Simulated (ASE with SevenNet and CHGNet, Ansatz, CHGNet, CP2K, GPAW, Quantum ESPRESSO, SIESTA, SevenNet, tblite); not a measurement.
# Running liquid diethyl ether at 300 K (75 atoms) with machine-learned potentials

Wanted: machine-learned potentials inputs and outputs for liquid diethyl ether at 300 K (75 atoms), checked against a plane-wave reference.

Main program and level: ASE with SevenNet and CHGNet; the method is named at each step.

### Step 1. The starting structure

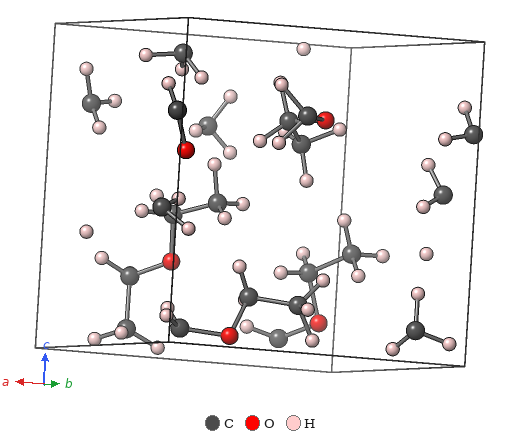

The starting structure, seen from a free direction (carbon dark grey, oxygen red, hydrogen pink). Bonds to atoms that aren't drawn are left out. Some periodic images of atoms are drawn too.

The cell holds 75 atoms: 20 C, 5 O and 50 H. Cell: a = 9.535 Å, b = 9.535 Å, c = 9.535 Å, α = 90.0°, β = 90.0°, γ = 90.0°. 5 diethyl ether placed at random, at 0.71 g/cm³; overlaps pushed apart, then 10 ps at 450 K with MMFF94 bonds, angles, torsions, charges and radii (Halgren, J. Comput. Chem. 17, 490 (1996)) in harmonic and 12-6 forms. Snapshot after 20 ps at 300 K and fixed volume. Then every atom was moved at random, 0.05 Å r.m.s. a Cartesian component (hydrogen 0.6 of that).

The yardstick, on the same geometry:

* method: Kohn-Sham DFT, PBE, PAW, plane waves (Ansatz 0.2.0); cutoff 420 eV, Γ point, fermi-dirac smearing of 0.05 eV; PAW set soft_2
* r.m.s. force component: 1.842 eV/Å
* longest force: 7.482 eV/Å
* pressure: 2.018 GPa
* gap (highest filled to lowest empty level): 4.349 eV
* SCF cycles: 9
* time: 4.6 s on 4 threads of Arm Neoverse V1, shared host
* CPU time: 16 s

### Step 2. SevenNet l3i5 potential

Method: machine-learned interatomic potential SevenNet l3i5, trained on PBE(+U) plane-wave data.

The input, run.py:

```python
import numpy as np
from ase.io import read
import mlip  # loads the published weights by name

atoms = read("structure.xyz")
atoms.calc = mlip.calc("7net-l3i5")
energy = atoms.get_potential_energy()
forces = atoms.get_forces()
print(f"energy {energy:.6f} eV")
print("forces (eV/A)")
for i, (a, f) in enumerate(zip(atoms, forces)):
    print(f"{i:4d} {a.symbol:2s} {f[0]:10.5f} {f[1]:10.5f} {f[2]:10.5f}")
stress = -atoms.get_stress(voigt=False) * 160.21766
print("stress (GPa, compression positive)")
for row in stress:
    print(" ".join(f"{x:10.4f}" for x in row))
```

The input, structure.xyz:

```xyz
75
Lattice="9.53465 0.00000 0.00000 0.00000 9.53465 0.00000 0.00000 0.00000 9.53465" Properties=species:S:1:pos:R:3 pbc="T T T"
C 8.62390 0.90388 7.24138
C 0.02222 9.19941 6.81708
O 8.96896 8.67167 5.69714
C 0.11499 7.49414 5.06462
C 8.86179 6.95381 4.06271
H 9.03093 1.31435 8.21658
H 7.67291 0.44956 7.39307
H 8.63649 1.60869 6.51608
H 1.03460 9.45465 6.60103
H 9.50662 8.33719 7.62629
H 0.33676 6.78858 5.94552
H 0.92934 7.93950 4.64929
H 8.34949 7.80669 3.45126
H 8.07528 6.35570 4.38117
H 0.04758 6.39565 3.35791
C 1.07541 3.33341 3.33198
C 1.90302 2.16465 2.74112
O 1.42600 2.05357 1.29929
C 2.20355 0.98216 0.81083
C 1.46328 9.11932 0.94965
H 1.23617 4.26618 2.66312
H 1.47682 3.55328 4.28640
H 0.03499 3.23463 3.35496
H 2.96280 2.55796 2.66045
H 1.72015 1.29023 3.33636
H 3.20545 0.89807 1.08733
H 2.13271 1.35411 9.31755
H 1.80815 8.34053 0.39369
H 0.39969 9.22306 0.63186
H 1.34296 8.86618 2.04451
C 5.47918 3.34571 4.50274
C 6.41949 2.31692 4.11725
O 6.25845 2.03050 2.75075
C 7.16863 1.16237 2.26429
C 7.28619 1.40484 0.70709
H 4.48052 2.93019 4.55461
H 5.59970 4.19763 4.03449
H 5.67607 3.41073 5.62049
H 7.57242 2.64157 4.13089
H 6.51541 1.27364 4.67732
H 6.69180 0.09439 2.40864
H 8.11446 1.18926 2.72977
H 7.83624 2.29633 0.53699
H 6.27380 1.46805 0.22540
H 7.86323 0.46825 0.38081
C 4.46632 0.04252 6.90347
C 4.97985 8.31994 7.00511
O 3.95631 7.33186 6.97574
C 4.57692 6.09054 6.92416
C 3.63976 4.98081 6.33701
H 3.78640 0.23608 6.16959
H 5.19677 0.84477 6.69990
H 3.90349 0.28318 7.80583
H 5.76722 8.13658 6.16415
H 5.80183 8.14841 7.86628
H 4.79116 5.80441 8.04362
[... 15 atom lines left out ...]
H 5.04116 4.76609 1.66589
H 3.36011 6.51426 2.32750
H 3.54737 6.42292 0.55082
H 4.31042 7.67473 1.37766
```

Started as:

```console
$ OMP_NUM_THREADS=1 python run.py > output.txt
```

Output:

```text
energy -391.731201 eV
forces (eV/A)
   0 C     2.95038   -3.31114    2.98257
   1 C    -2.07558   -0.26824    2.33864
   2 O    -1.27022   -1.34691   -2.44033
   3 C    -0.45970    1.52999    6.20861
   4 C    -1.14825    0.14952   -5.27887
   5 H    -0.50732   -0.26623   -0.97441
   6 H    -1.10251   -0.07403    0.20647
   7 H    -0.04802    2.31123   -2.43858
   8 H     1.40955    0.43447    0.25271
   9 H     0.51739    1.66540   -0.70107
  10 H     0.20366    0.60576   -1.26691
  11 H     3.37416    0.96036   -0.87518
  12 H     0.97088   -1.23950    0.62932
  13 H    -1.46306   -1.49310    0.64701
  14 H    -1.24969    0.33797    0.48218
  15 C     2.17658    1.12672   -2.47832
  16 C    -1.32583    3.33984   -1.76052
  17 O     1.12414   -0.22475    3.94519
  18 C    -3.70454   -1.19435   -3.23611
  19 C    -1.90648    3.21951    2.55606
  20 H     0.02885   -1.19950    0.89925
  21 H     0.22987    0.43816    1.37900
  22 H    -1.73427   -0.73457    0.19984
  23 H    -0.66300   -0.95459    0.45457
[...]
67 H    -1.70926   -0.17305    0.13786
  68 H    -0.27385   -0.57137    0.89976
  69 H    -0.79991   -0.61045    0.04629
  70 H     1.24115   -0.06122    1.85786
  71 H    -0.35620   -3.89816    0.03135
  72 H     0.52407   -0.15285   -0.05208
  73 H     1.01573   -0.58184    1.32608
  74 H     0.68092   -0.30206    0.67264
stress (GPa, compression positive)
    1.6660     0.0685    -0.1204
    0.0685     3.0749     1.8083
   -0.1204     1.8083     1.2650
```

It took 12 s on 1 thread of Arm Neoverse V1, shared host; peak memory 1.5 GiB.

Banners, paths, timers and routine set-up lines are dropped from the logs unmarked, and long logs keep their key lines alone; longer cuts are marked.

Compared with the plane-wave run:

```yaml
r_m_s_force_component: 1.846 eV/Å
r_m_s_difference_of_force_components: 101.8 meV/Å
longest_difference_of_force_vectors: 548.8 meV/Å
force_difference_over_r_m_s_force: 5.527 %
slope_of_forces_against_the_reference_s: 1.001
correlation_of_force_components: 0.9985
pressure: 2.002 GPa
pressure_difference: -0.0164 GPa
```

Length of the force difference by element (eV/Å):

```csv
element,atoms,mean,most
C,20,0.19,0.43
H,50,0.089,0.19
O,5,0.43,0.55
```

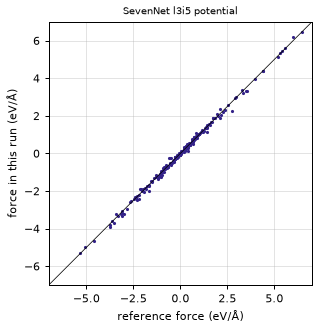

Force components against those of the reference; the line marks equality.

Local excerpt of 9 atoms (numbers count through the whole input) about C50, which bears the longest force; x, y, z are measured from there.

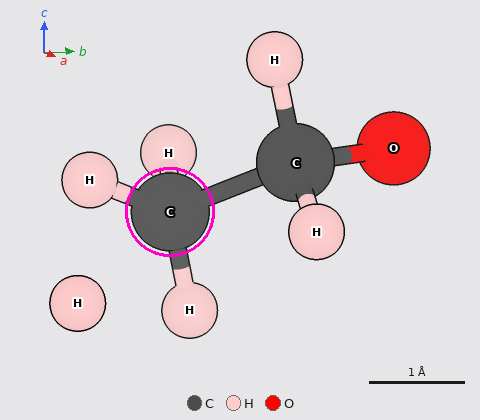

The atoms of the table, within 2.7 Å (arrows a, b, c point along x, y, z); some may hide others; the central atom is ringed.

| atom | x | y | z | distance (Å) | bonds | Fx | Fy | Fz (eV/Å) |
| --- | --- | --- | --- | --- | --- | --- | --- | --- |
| C50 | 0.00 | 0.00 | 0.00 | 0.00 | 4 | -3.60 | 6.46 | 0.87 |
| H60 | 0.13 | -0.92 | 0.38 | 1.00 | 1 | 1.12 | -3.82 | 0.72 |
| H58 | -0.13 | 0.25 | -1.06 | 1.10 | 1 | 0.01 | -0.91 | -0.08 |
| H59 | -1.08 | 0.28 | 0.51 | 1.22 | 1 | 2.01 | -0.51 | -1.20 |
| C49 | 0.94 | 1.11 | 0.59 | 1.57 | 4 | -0.61 | -3.22 | 1.88 |
| H57 | 1.82 | 1.10 | -0.06 | 2.12 | 1 | 0.74 | 0.25 | 0.15 |
| H56 | 1.15 | 0.82 | 1.71 | 2.22 | 1 | 0.28 | 0.25 | -1.84 |
| O48 | 0.32 | 2.35 | 0.64 | 2.46 | 2 | 0.11 | 1.07 | -0.27 |
| H38 | 2.04 | -1.57 | -0.72 | 2.67 | 1 | -0.07 | 0.85 | -0.77 |

Atoms are counted from 1 here, from 0 in the log.

Forces lie 5.5 % from the reference's, at 0.68 times its CPU time (on 1 against 4 cores).

### Step 3. CHGNet r2SCAN potential

Method: machine-learned interatomic potential CHGNet r2SCAN, trained on r2SCAN plane-wave data.

Changes to run.py since step 2:

```diff
@@ -5,3 +5,3 @@
 atoms = read("structure.xyz")
-atoms.calc = mlip.calc("7net-l3i5")
+atoms.calc = mlip.calc("chgnet-r2scan")
 energy = atoms.get_potential_energy()
```

structure.xyz is that of step 2.

Output:

```text
CHGNet vr2scan initialized with 412,525 parameters
CHGNet will run on cpu
energy -416.945862 eV
forces (eV/A)
   0 C     2.64896   -3.21372    2.87268
   1 C    -1.80275   -0.60268    1.57865
   2 O    -0.59314   -0.79719   -1.03246
   3 C    -0.92561    0.87932    5.52010
   4 C    -0.67403    0.27977   -4.95373
   5 H    -0.50181   -0.24952   -1.02801
   6 H    -0.94915    0.03921    0.13303
   7 H    -0.15706    2.22290   -2.19315
   8 H     1.05854    0.48819    0.04286
   9 H     0.20169    1.35210   -0.76215
  10 H     0.12550    0.66175   -1.02237
  11 H     3.39008    1.06610   -1.02185
  12 H     0.72669   -1.21678    0.65493
  13 H    -1.32800   -1.27633    0.58104
  14 H    -1.18439    0.37242    0.59050
  15 C     2.08670    0.99072   -2.15907
  16 C    -0.89320    2.98677   -1.61907
  17 O     0.70523   -0.09860    4.23844
  18 C    -2.84860   -1.29863   -2.98464
  19 C    -1.95559    3.07105    2.48213
  20 H    -0.15365   -1.12308    0.94744
  21 H     0.22537    0.32331    1.04708
  22 H    -1.50193   -0.52284    0.08871
  23 H    -0.82285   -0.84778    0.24243
[...]
67 H    -1.83686   -0.04459    0.15783
  68 H    -0.46331   -0.44447    0.78276
  69 H    -0.89775   -0.50291    0.00244
  70 H     1.18924    0.07672    1.60540
  71 H    -0.48006   -3.87905   -0.14708
  72 H     0.75421   -0.20438   -0.28008
  73 H     1.02057   -0.36312    1.30295
  74 H     0.48067   -0.48620    0.44678
stress (GPa, compression positive)
    0.4565     0.4063    -0.1606
    0.4063     2.2031     1.2441
   -0.1606     1.2441    -0.1041
```

It took 4.7 s on 1 thread; peak memory 1.3 GiB.

Against the reference:

```
r.m.s. force component                  : 1.699 eV/Å
r.m.s. difference of force components   : 255.7 meV/Å
longest difference of force vectors     : 1350 meV/Å
force difference over r.m.s. force      : 13.88 %
slope of forces against the reference's : 0.9157
correlation of force components         : 0.9928
pressure                                : 0.8518 GPa
pressure difference                     : -1.167 GPa
```

Against the first run (5.5 %), the force difference from the reference is 14 %, at 0.40 times the CPU time; this potential was trained at another functional than the reference's.

### Step 4. SevenNet 0 potential

Method: machine-learned interatomic potential SevenNet 0, trained on PBE(+U) plane-wave data.

Changes to run.py since step 3:

```diff
@@ -5,3 +5,3 @@
 atoms = read("structure.xyz")
-atoms.calc = mlip.calc("chgnet-r2scan")
+atoms.calc = mlip.calc("7net-0")
 energy = atoms.get_potential_energy()
```

structure.xyz is that of step 3.

Output:

```text
energy -391.550171 eV
forces (eV/A)
   0 C     2.93803   -3.37467    2.72577
   1 C    -1.88513   -0.36041    2.27632
   2 O    -1.23847   -1.15866   -2.08304
   3 C    -0.12298    1.48927    6.10929
   4 C    -1.27358    0.23225   -5.39097
   5 H    -0.48103   -0.22587   -0.91546
   6 H    -1.11990   -0.05322    0.18972
   7 H    -0.10439    2.28614   -2.33778
   8 H     1.28056    0.44352    0.19778
   9 H     0.42116    1.59154   -0.74777
  10 H     0.16506    0.59727   -1.03985
  11 H     3.23812    0.84861   -0.90292
  12 H     0.86097   -1.23477    0.58698
  13 H    -1.45668   -1.50018    0.66343
  14 H    -1.16349    0.42161    0.50372
  15 C     2.02121    0.96180   -2.34622
  16 C    -1.07152    3.37298   -1.68648
  17 O     0.91545   -0.68981    3.48388
  18 C    -3.68277   -0.97718   -2.76046
  19 C    -1.81030    3.46493    2.57740
  20 H     0.03133   -1.14081    0.83699
  21 H     0.26354    0.41274    1.32495
  22 H    -1.67476   -0.64629    0.17166
  23 H    -0.54620   -0.97896    0.51260
[...]
67 H    -1.68140   -0.13361    0.17741
  68 H    -0.22300   -0.62313    0.86733
  69 H    -0.73668   -0.49583    0.08033
  70 H     1.19079   -0.03890    1.91677
  71 H    -0.41527   -3.80894    0.04601
  72 H     0.37804   -0.13123   -0.02255
  73 H     0.91414   -0.54498    1.21020
  74 H     0.70154   -0.22646    0.57388
stress (GPa, compression positive)
    1.5607     0.1434     0.0669
    0.1434     2.7039     1.5640
    0.0669     1.5640     1.2509
```

Wall time 8.1 s (1 thread); peak memory 0.95 GiB.

Against the reference:

- r.m.s. force component: 1.802 eV/Å
- r.m.s. difference of force components: 131.9 meV/Å
- longest difference of force vectors: 830.5 meV/Å
- force difference over r.m.s. force: 7.163 %
- slope of forces against the reference's: 0.9757
- correlation of force components: 0.9976
- pressure: 1.839 GPa
- pressure difference: -0.1799 GPa

Against the first run (5.5 %), the force difference from the reference is 7.2 %, at 0.74 times the CPU time.

### Step 5. All runs compared

Differences are against the plane-wave reference, forces as r.m.s. over components; share is that over the reference's r.m.s. force, slope the least-squares factor from reference forces to these. Total energies of different programs have different zeros and aren't compared.

```csv
run,"Δ force, r.m.s. (meV/Å)",share (%),slope,Δ pressure (GPa),cores,CPU time,memory (GiB)
reference,-,-,-,-,4,16 s,0.76
SevenNet l3i5 potential,102,5.53,1.001,-0.0164,1,11 s,1.5
CHGNet r2SCAN potential,256,13.9,0.916,-1.17,1,4.4 s,1.3
SevenNet 0 potential,132,7.16,0.976,-0.180,1,8.1 s,0.95
```

Times of the machine-learned potentials are mostly Python's start and the loading of weights.

CPU time is summed over cores on a shared host, where runs went side by side, so it is rough. Symmetry, cutoffs, thresholds, outputs and thread counts weren't matched or tuned between programs; memory under MPI is the largest rank's times the ranks.

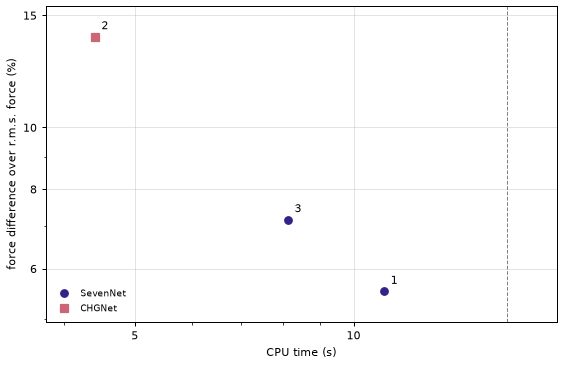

Force difference against CPU time; the dashed line marks the reference's time. Points: 1 SevenNet l3i5 potential; 2 CHGNet r2SCAN potential; 3 SevenNet 0 potential.

A second geometry, displaced anew (every atom was moved at random, 0.04 Å r.m.s. a Cartesian component (hydrogen 0.6 of that)), gives an energy difference that all programs can be tested on. The reference puts it at -17.77 meV/atom.

```csv
run,energy less the first geometry's (meV/atom),error (meV/atom),force share at the second geometry (%)
SevenNet l3i5 potential,-17.60,0.161,7.18
CHGNet r2SCAN potential,-18.48,-0.716,19.0
SevenNet 0 potential,-18.12,-0.359,9.15
```

### Step 6. Outcome

| Quantity | Value |
| --- | --- |
| nearest in forces | SevenNet l3i5 potential, 5.5 % |
| its CPU time | 11 s |

**Reading.** Machine-learned potentials differ by 5.5 % (SevenNet l3i5 potential) to 14 % (CHGNet r2SCAN potential); they were trained on other programs' data, some at another functional. The energy difference between the two geometries, -17.8 meV/atom in the reference, is met best by SevenNet l3i5 potential (+0.161) and worst by CHGNet r2SCAN potential (-0.716). Machine-learned potentials mimic data converged in k, so the reference's own k-point error enters their differences. The network of contacts between molecules at the start is that of the classical potential that made the cell, and needn't be the one that DFT or experiment would give. The reference's PBE has no dispersion term, which matters for the binding between molecules or layers. The electronic-structure runs sample only Γ, in a cell whose shortest periodic width is 10 Å.

[Also dropped from logs without a mark: logging warnings of Python, and SIESTA's first energy breakdown and zero terms.]

[Logs are printed without paths, hosts, clocks, repeated set-up lines and the standing remarks that a program may print on its own settings, such as how far it seeks lower states.]

[Hosts, paths, dates, database ids (printed as entryN), source tags and the programs' standing remarks are cut or masked in the printed files.]

[The MMFF94 radii named for the starting cell were scaled by 0.96; in molecules described by MMFF94, hydrogen bound to N, O or S took a small fixed 12-6 site in their place.]
